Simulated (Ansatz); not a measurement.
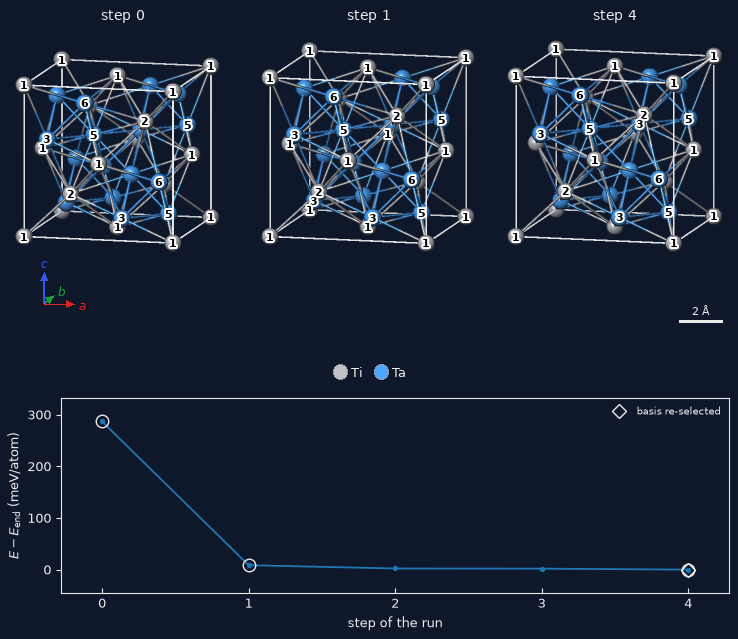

Frames of a relaxation of a crystal of Ta$_{2}$Ti (built on the cubic Laves (C15)_227 type) (coarse preliminary run), marked on the history of the run. A ball-and-stick model of the conventional cell (4 times the calculation's cell), seen from a free direction. Lengths and directions refer to the drawn axes.

Case: cubic Laves (C15) type (Fd-3m, No. 227).

Theory: DFT PBE, scalar-relativistic, plane waves, PAW in Ansatz 0.2.0. (plane-wave cutoff 420 eV; k-point mesh 4 × 4 × 4; occupations gaussian; smearing width 0.1 eV; no spin polarisation; cell and atoms relaxed; force threshold 0.04 eV/Å; at most 70 steps)

**What happens along the run?**

No atom moves by more than 0.005 Å relative to the cell. Cell: a = b = c 7.284 → 7.710 Å (+5.9 %). Volume +18.6 %. Among the contacts that change: Ti–Ti 3.154 → 3.339 Å, Ta–Ti 3.020 → 3.197 Å, Ta–Ta 2.575 → 2.726 Å. The space group stays Fd-3m (No. 227). The energy falls by 287 meV per atom in 3 accepted moves (4 points after the start). All forces vanish by symmetry, so only the cell relaxes. Pressure: 35.44 GPa at the start and 0.09 GPa at the end. At 1 point the geometry stayed and the basis and grid were re-selected for the new cell (energy shift of 1.9 meV per atom at most each time). The run took 24 s on 1 thread of AMD EPYC 7R43 64-Core Processor (Zen 3) (shared host), peak memory 0.44 GiB. From step 0 to 1: volume +15.3 %, energy −278 meV per atom. From step 1 to 4: volume +2.8 %, energy −8.6 meV per atom.
